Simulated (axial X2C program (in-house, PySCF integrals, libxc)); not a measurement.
**MoNa⁻: relativistic diatomic calculation**

System: MoNa⁻, single determinant with Ω = 3.
Method: PBE50, two-component X2C with atomic mean-field Coulomb and Gaunt terms, Mo dyall-acv3z, Na dyall-av3z (cores contracted) (axial X2C program (in-house, PySCF integrals, libxc)).

## Input file
```
{"zs": [42, 11], "q": -1, "bas": ["dyall-acv3z", "dyall-av3z"], "levels": ["PBE0", "HF", "PBE50"], "cc": true, "r0": 2.93, "thr": -1.0, "nmax": 90, "npts": 10, "nst": 2, "ntry": 6}
```

The line is the task of a batch: nuclear charges, charge, bases, the levels to run, a first guess of the distance and further settings. This report covers PBE50 with spin-orbit coupling. The log is that of the reference distance 3.304 Å.

Hardware: 1 thread of Intel Xeon (Sapphire Rapids), 64 GiB of memory available, shared host.

The run was one of a batch that the task file lists, launched with:
```bash
python <driver script> task.json out
```

## Output
```
two-component X2C + atomic mean field  PBE50
basis functions 239  fitting functions 1106  grid points 5090
iter        total energy     max residual
   1      -4208.992391340     1.29e-01
   2      -4208.995575864     3.53e-03
   3      -4208.995710018     1.19e-02
   4      -4208.995813367     1.59e-03
   5      -4208.995824055     4.90e-04
   6      -4208.995828459     7.21e-04
   7      -4208.995829373     1.76e-04
   8      -4208.995829592     6.39e-05
   9      -4208.995829636     5.45e-05
  10      -4208.995829653     1.02e-05
  11      -4208.995829659     1.21e-05
converged
one-electron -5965.81110588  Coulomb 1823.82283623  exact exchange -68.38837699  xc functional -70.70056037  nuclear repulsion 73.99511848  atomic mean-field constant -1.91374112
```

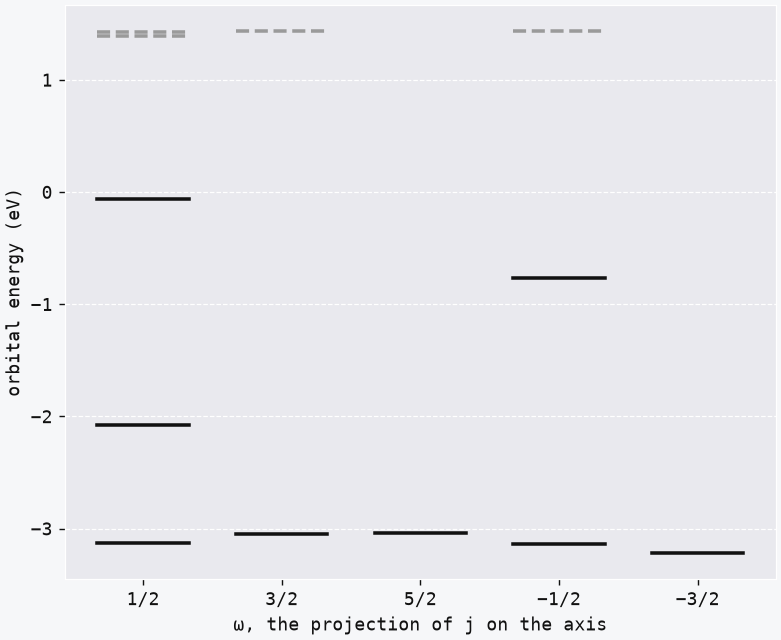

Figure 1. Orbital energies near the frontier at 3.30 Å, filled (solid) and empty (dashed). The highest filled spinor (1/2; 42 % Na s, 26 % Mo p) lies at −0.06 eV, the lowest empty one (1/2; 45 % Na s, 28 % Mo p) at 1.39 eV.

## What the run reported

```
   quantity                                        value
    outcome  not converged in a step after the SCF shown
  wall time                                        9.3 s
peak memory                                     0.62 GiB
```

## What went wrong

The SCF whose log is shown converged, but a later step did not. The run therefore gave no full result.
